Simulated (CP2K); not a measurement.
# CH2BFOS (SMILES O=C(S)BF) at 3 levels

We compute a comparison of 3 runs (AM1, GFN1-xTB, IPEA1-xTB) of CH2BFOS. 

The results are computed with CP2K 2026.2.

5 further runs of the same task are left out: 5 set aside as unsound or not needed.

### 1 The molecule

CH2BFOS: 7 atoms, total charge 0, spin state singlet. SMILES: `O=C(S)BF`. The shape is that of a GFN2-xTB optimisation. This is one conformer, not always the lowest.

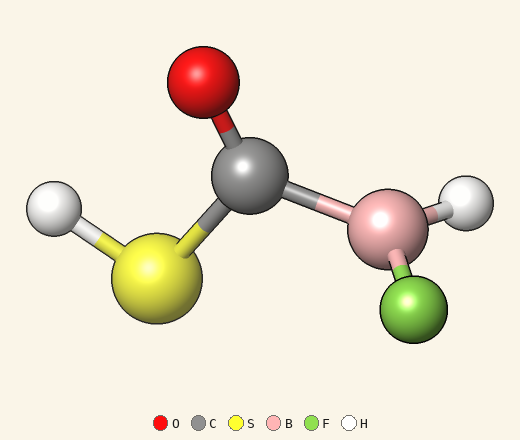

The structure, seen from a chosen angle (oxygen red, carbon grey, sulfur yellow, boron pink, fluorine green, hydrogen white).

### 2 The energy at AM1 (run 1)

Contents of mol.inp:

```
&GLOBAL
  PROJECT_NAME mol
  RUN_TYPE ENERGY
  PRINT_LEVEL MEDIUM
&END GLOBAL
&FORCE_EVAL
  METHOD QS
  &DFT
    &QS
      METHOD AM1
      EPS_DEFAULT 1.0E-10
      &SE
        &COULOMB
          CUTOFF [angstrom] 50
          RC_RANGE [angstrom] 0
        &END COULOMB
        &EXCHANGE
          CUTOFF [angstrom] 50
          RC_RANGE [angstrom] 0
        &END EXCHANGE
      &END SE
    &END QS
    &POISSON
      PERIODIC NONE
      POISSON_SOLVER ANALYTIC
    &END POISSON
    &SCF
      SCF_GUESS ATOMIC
      EPS_SCF 1.0E-06
      MAX_SCF 100
      ADDED_MOS 4
      &DIAGONALIZATION
        ALGORITHM STANDARD
      &END DIAGONALIZATION
      &MIXING
        METHOD DIRECT_P_MIXING
        ALPHA 0.4
      &END MIXING
    &END SCF
    &PRINT
      &MOMENTS
        PERIODIC F
        REFERENCE COM
        MAX_MOMENT 1
      &END MOMENTS
      &MO ON
        ENERGIES T
        OCCUPATION_NUMBERS T
        NDIGITS 6
        &EACH
          QS_SCF 0
        &END EACH
        ADD_LAST NUMERIC
      &END MO
      &HIRSHFELD OFF
      &END HIRSHFELD
    &END PRINT
  &END DFT
  &SUBSYS
    &CELL
      ABC 10 10.4 12.5
      PERIODIC NONE
    &END CELL
    &COORD
      O      5.850500     4.020875     6.943935
      C      5.224170     4.891245     6.407925
      S      3.980850     5.797145     7.364535
      B      5.303650     5.491325     4.936615
      F      4.505230     5.031315     4.015935
      H      4.182310     5.097835     8.484065
      H      6.019150     6.379125     4.668195
    &END COORD
  &END SUBSYS
&END FORCE_EVAL
```

The run is started by

```
$ OMP_NUM_THREADS=1 cp2k.psmp -i mol.inp -o mol.out
```

The log of the run:

```text
CP2K| version string:                                       CP2K version 2026.2
[...]
 GLOBAL| Method name                                                        CP2K
[...]
 GLOBAL| Run type                                                         ENERGY
[...]
                             - Atoms:                                          7
[...]
                             - Spherical basis functions:                     22
[...]
 Number of electrons:                                                         28
[...]
     1 P_Mix/Diag. 0.40E+00    0.0     0.78686221       -39.3759664534 -3.94E+01
[...]
    19 DIIS/Diag.  0.23E-06    0.0     0.00000089       -45.0636510573 -2.69E-12
  *** SCF run converged in    19 steps ***
  Core-core repulsion energy [eV]:                           1803.60494413877996
  Core Hamiltonian energy [eV]:                             -2003.70211723635543
  Two-electron integral energy [eV]:                        -2052.29426760309525
  Electronic energy [eV]:                                   -3029.84925103790283
  Total energy [eV]:                                        -1226.24430689912310
  Atomic reference energy [eV]:                              1221.54316806285033
  Heat of formation [kcal/mol]:                              -108.41084558763438
[...]
 SE_DIPOLE| Moment [Debye]         -0.54490486      -0.54916219       0.65714174
 SE_DIPOLE| Derivative [a.u.]       0.00000000       0.00000000       0.00000000
 ENERGY| Total FORCE_EVAL ( QS ) energy [hartree]            -45.063651057337623
[...]
```

Run time: 1.1 s. Hardware: 1 thread of Intel Xeon Platinum 8259CL at 2.50GHz (Skylake/Cascade Lake), shared host; peak memory 0.18 GiB.

### 3 Energy and gradient at GFN1-xTB (run 2)

Contents of molecule.xyz:

```xyz
7

O      0.841090    -1.223250     0.826620
C      0.214760    -0.352880     0.290610
S     -1.028560     0.553020     1.247220
B      0.294240     0.247200    -1.180700
F     -0.504180    -0.212810    -2.101380
H     -0.827100    -0.146290     2.366750
H      1.009740     1.135000    -1.449120
```

Contents of calc.inp:

```
&FORCE_EVAL
 METHOD Quickstep
 &DFT
  CHARGE 0
  MULTIPLICITY 1
  &QS
   METHOD XTB
   EPS_DEFAULT 1.0E-10
   &XTB
    GFN_TYPE 1
    CHECK_ATOMIC_CHARGES F
   &END XTB
  &END QS
  &POISSON
   PERIODIC NONE
   POISSON_SOLVER ANALYTIC
  &END POISSON
  &SCF
   SCF_GUESS ATOMIC
   EPS_SCF 1.0E-06
   MAX_SCF 150
   ADDED_MOS 8
   &DIAGONALIZATION
    ALGORITHM STANDARD
   &END DIAGONALIZATION
   &MIXING
    METHOD BROYDEN_MIXING
    ALPHA 0.4
    NBUFFER 8
   &END MIXING
  &END SCF
  &PRINT
   &MOMENTS
    PERIODIC F
    REFERENCE COM
    MAX_MOMENT 1
   &END MOMENTS
   &MO ON
    ENERGIES T
    OCCUPATION_NUMBERS T
    NDIGITS 6
    &EACH
     QS_SCF 0
    &END EACH
    ADD_LAST NUMERIC
   &END MO
   &HIRSHFELD OFF
   &END HIRSHFELD
  &END PRINT
 &END DFT
 &SUBSYS
  &CELL
   ABC [angstrom] 10 10.4 12.5
   PERIODIC NONE
  &END CELL
  &TOPOLOGY
   COORD_FILE_NAME molecule.xyz
   COORD_FILE_FORMAT XYZ
   &CENTER_COORDINATES
   &END CENTER_COORDINATES
  &END TOPOLOGY
 &END SUBSYS
 &PRINT
  &FORCES ON
  &END FORCES
 &END PRINT
&END FORCE_EVAL
&GLOBAL
 PROJECT_NAME calc
 RUN_TYPE ENERGY_FORCE
 PRINT_LEVEL MEDIUM
&END GLOBAL
```

The run is started by

```
$ OMP_NUM_THREADS=1 cp2k.psmp calc.inp > calc.out
```

The log of the run:

```text
CP2K| version string:                                       CP2K version 2026.2
[...]
 GLOBAL| Method name                                                        CP2K
[...]
 GLOBAL| Run type                                                   ENERGY_FORCE
[...]
                             - Atoms:                                          7
[...]
                             - Spherical basis functions:                     29
[...]
 Number of electrons:                                                         28
[...]
     1 NoMix/Diag. 0.40E+00    0.0     1.53761100       -17.8823619673 -1.79E+01
[...]
    60 Broy./Diag. 0.40E+00    0.0     0.00000022       -18.1423318802  5.55E-07
  *** SCF run converged in    60 steps ***
[...]
 TB_DIPOLE| Moment [Debye]         -0.48518596       2.07608072       0.05886407
 TB_DIPOLE| Derivative [a.u.]       0.00000000       0.00000000       0.00000000
[...]
 ENERGY| Total FORCE_EVAL ( QS ) energy [hartree]            -18.142331877333245
 FORCES| Atomic forces [hartree/bohr]
 FORCES|   Atom     x               y               z               |f|
 FORCES|      1  4.15478085E-03 -1.70517964E-03 -2.99765634E-03   5.39960971E-03
 FORCES|      2 -1.61687918E-02  8.86460275E-03  8.70348711E-03   2.03902354E-02
 FORCES|      3  1.02116834E-02 -7.91530180E-03 -6.68912706E-03   1.45490515E-02
 FORCES|      4  9.97493561E-03 -1.09273606E-03  1.93365279E-02   2.17851950E-02
 FORCES|      5 -1.07222835E-02 -5.16517820E-03 -1.14158273E-02   1.64914384E-02
 FORCES|      6 -1.81695615E-04  2.08554027E-03 -3.90324526E-03   4.42920028E-03
 FORCES|      7  2.73137113E-03  4.92825267E-03 -3.03415905E-03   6.39954559E-03
 FORCES| Sum    -1.86482774E-17  2.65412692E-16 -9.15066634E-17
 FORCES| Total atomic force                                       2.81362977E-16
[...]
```

It took 1.2 s on 1 thread of Intel Xeon Platinum 8259CL at 2.50GHz (Skylake/Cascade Lake), shared host; peak memory 0.2 GiB.

### 4 Energy and gradient at IPEA1-xTB (run 3)

Contents of run.inp:

```
&FORCE_EVAL
 METHOD QUICKSTEP
 &DFT
  &QS
   METHOD XTB
   EPS_DEFAULT 1.0E-10
   &XTB
    GFN_TYPE TBLITE
    &TBLITE
     METHOD IPEA1
    &END
    CHECK_ATOMIC_CHARGES F
   &END
  &END
  ! cluster boundary conditions
  &POISSON
   PERIODIC NONE
   POISSON_SOLVER ANALYTIC
  &END
  &SCF
   SCF_GUESS ATOMIC
   EPS_SCF 1.0E-07
   MAX_SCF 150
   ADDED_MOS 4
   &DIAGONALIZATION
    ALGORITHM STANDARD
   &END
   &MIXING
    METHOD DIRECT_P_MIXING
    ALPHA 0.4
   &END
   &SMEAR ON
    METHOD FERMI_DIRAC
    ELECTRONIC_TEMPERATURE [K] 300
   &END
  &END
  ! extra output
  &PRINT
   &MOMENTS
    PERIODIC F
    REFERENCE COM
    MAX_MOMENT 1
   &END
   &MO ON
    ENERGIES T
    OCCUPATION_NUMBERS T
    NDIGITS 6
    &EACH
     QS_SCF 0
    &END
    ADD_LAST NUMERIC
   &END
   &HIRSHFELD OFF
   &END
  &END
 &END
 &SUBSYS
  &CELL
   ABC 14 14.4 16.5
   PERIODIC NONE
  &END
  &COORD
   O      0.841090    -1.223250     0.826620
   C      0.214760    -0.352880     0.290610
   S     -1.028560     0.553020     1.247220
   B      0.294240     0.247200    -1.180700
   F     -0.504180    -0.212810    -2.101380
   H     -0.827100    -0.146290     2.366750
   H      1.009740     1.135000    -1.449120
  &END
  &TOPOLOGY
   &CENTER_COORDINATES
   &END
  &END
 &END
 &PRINT
  &FORCES ON
  &END
 &END
&END

&GLOBAL
 PROJECT run
 RUN_TYPE ENERGY_FORCE
 PRINT_LEVEL MEDIUM
&END
```

The run is started by

```
$ OMP_NUM_THREADS=1 cp2k.psmp -i run.inp -o run.out
```

The log of the run:

```text
CP2K| version string:                                       CP2K version 2026.2
[...]
 GLOBAL| Method name                                                        CP2K
[...]
 GLOBAL| Run type                                                   ENERGY_FORCE
[...]
                             - Atoms:                                          7
[...]
                             - Spherical basis functions:                     33
[...]
 Number of electrons:                                                         28
[...]
  *** SCF run converged in    20 steps ***
[...]
  Fermi energy:                                                -0.31956152352070
[...]
 TB_DIPOLE| Moment [Debye]         -0.44783086       1.14320782       0.33356666
 TB_DIPOLE| Derivative [a.u.]       0.00000000       0.00000000       0.00000000
[...]
 ENERGY| Total FORCE_EVAL ( QS ) energy [hartree]            -19.017618045872929
 FORCES| Atomic forces [hartree/bohr]
 FORCES|   Atom     x               y               z               |f|
 FORCES|      1 -1.06334817E-02  1.27927394E-02 -6.46026851E-03   1.78454527E-02
 FORCES|      2  9.61598298E-03 -1.20201487E-02 -7.46476678E-04   1.54113053E-02
 FORCES|      3  3.22052442E-03 -6.36619950E-03  4.27049785E-03   8.31489179E-03
 FORCES|      4 -2.46587658E-03 -5.79310111E-03  1.98867795E-02   2.08596397E-02
 FORCES|      5 -5.66587910E-03 -3.52861646E-03 -3.20750705E-03   7.40549942E-03
 FORCES|      6 -1.29507802E-03  5.16196872E-03 -8.54748833E-03   1.00688979E-02
 FORCES|      7  7.22380795E-03  9.75335764E-03 -5.19553677E-03   1.32024615E-02
 FORCES| Sum     8.76035355E-17 -2.58473798E-16  1.69135539E-16
 FORCES| Total atomic force                                       3.21076181E-16
[...]
```

Run time: 1.1 s. Hardware: 1 thread of Intel Xeon Platinum 8259CL at 2.50GHz (Skylake/Cascade Lake), shared host; peak memory 0.19 GiB.

### 5 All runs side by side

```tsv
run	level	task	iteration cap	energy (Eh)	dipole moment (D)	HOMO energy (eV)	LUMO energy (eV)	wall time
1	AM1	energy	100	-45.063651	1.02	-9.95	-0.10	1.1 s
2	GFN1-xTB	gradient	150	-18.142332	2.13	-11.93	-8.03	1.2 s
3	IPEA1-xTB	gradient	150	-19.017618	1.27	-12.04	-7.80	1.1 s
```

### 6 Results

| quantity | value |
| --- | --- |
| run 3: total energy | -19.01762 Eh |
| run 3: dipole moment (from atomic charges alone) | 1.27 D |
| run 3: HOMO energy | -12.04 eV |
| run 3: LUMO energy | -7.80 eV |
| run 3: HOMO–LUMO gap | 4.24 eV |
| run 3: largest force on an atom | 1.073 eV/Å |

What this shows: The dipole moment (its size) runs from 1.02 D (AM1) to 2.13 D (GFN1-xTB). Some of these are taken from atomic charges alone. The HOMO–LUMO gap runs from 3.89 eV (GFN1-xTB) to 9.85 eV (AM1). Force-field and semi-empirical energies have zeros of their own, so their totals don't compare. All runs together took 3.3 s, the longest 1.2 s.
